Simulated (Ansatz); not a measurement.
# CH5GeNO: the cost of one run

All numbers are computed with Ansatz 0.2.0, driven from Python. Level of theory: r2SCAN/def2-SVP.

### 1 Starting point

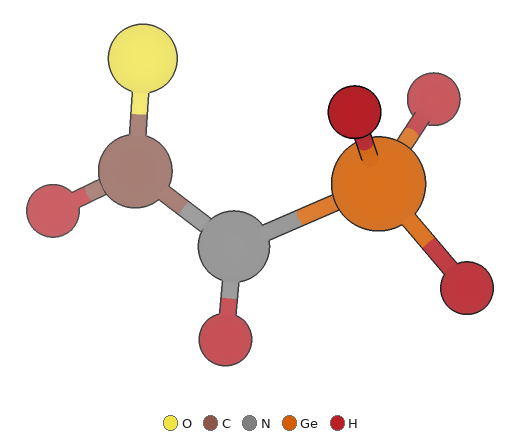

The starting structure, viewed from a chosen angle; oxygen yellow, carbon brown, nitrogen grey, germanium orange, hydrogen red.

The script holds or builds the structure itself.

### 2 Script

File scan_ch5geno.py:

```python
'''Stretching a bond of CH5GeNO, the rest held rigid.'''

import warnings

import ansatz as az
from ase import Atoms
import matplotlib.pyplot as plt
import numpy as np

BASIS_SET = 'def2-SVP'
FUNCTIONAL = 'r2scan'

warnings.simplefilter('ignore', az.DeckWarning)

atoms = Atoms(['O', 'C', 'N', 'Ge', 'H', 'H', 'H', 'H', 'H'], positions=[
    (1.5018, -1.3944, 0.3372),
    (1.586, -0.149, 0.1696),
    (0.4167, 0.6404, -0.0512),
    (-1.2908, -0.1166, -0.1045),
    (2.5573, 0.3269, 0.1936),
    (0.5132, 1.6707, -0.1872),
    (-1.5889, -0.8107, 1.2489),
    (-2.3404, 0.995, -0.3595),
    (-1.355, -1.1623, -1.2469),
])
system = az.Crystal.molecule_from_ase(atoms)

symbols = [site.symbol for site in system.cartesian_sites]
start = np.array([site.position_ang for site in system.cartesian_sites])
axis = (start[0] - start[1]) / np.linalg.norm(start[0] - start[1])
moving = [0]
lengths, energies = [1.108, 1.159, 1.209, 1.259, 1.31, 1.36, 1.411, 1.486], []
for length in lengths:
    xyz = start.copy()
    xyz[moving] += (length - np.linalg.norm(start[0] - start[1])) * axis
    point = az.Crystal.molecule()
    for symbol, place in zip(symbols, xyz):
        point = point.atom(symbol, place.tolist())
    model = point.calculation()
    model = model.basis(gaussian=BASIS_SET)
    model = model.functional(FUNCTIONAL)
    summary = model.run(threads=1).report
    energies.append(summary['free_energy_ev'])
    print(f'r = {length:6.3f} A  E = {energies[-1]:.5f} eV  <S^2> = {abs(summary["mean_field"]["state"]["spin_squared"]):.3f}')

# quartic fit about the minimum
fit = np.polynomial.Polynomial.fit(lengths, np.array(energies) - min(energies), 4).convert()
roots = [r.real for r in fit.deriv().roots() if abs(r.imag) < 1e-9 and fit.deriv(2)(r.real) > 0]
r_e = min(roots, key=lambda r: abs(r - lengths[int(np.argmin(energies))]))
print(f'minimum of the fit at {r_e:.4f} A, force constant {fit.deriv(2)(r_e):.2f} eV/A^2')
plt.figure(figsize=(4.5, 3))
plt.plot(lengths, np.array(energies) - min(energies), 'o-')
plt.xlabel('bond length (A)')
plt.ylabel('E - E(min) (eV)')
plt.tight_layout()
plt.savefig('scan.png', dpi=100)
```

### 3 Running it

Run with:

```
$ python scan_ch5geno.py
```

**Question.** How long does this script take on 1 thread of Arm Neoverse V2, shared host, and how much memory does it need?

About 36 s, with a peak of 0.26 GiB.
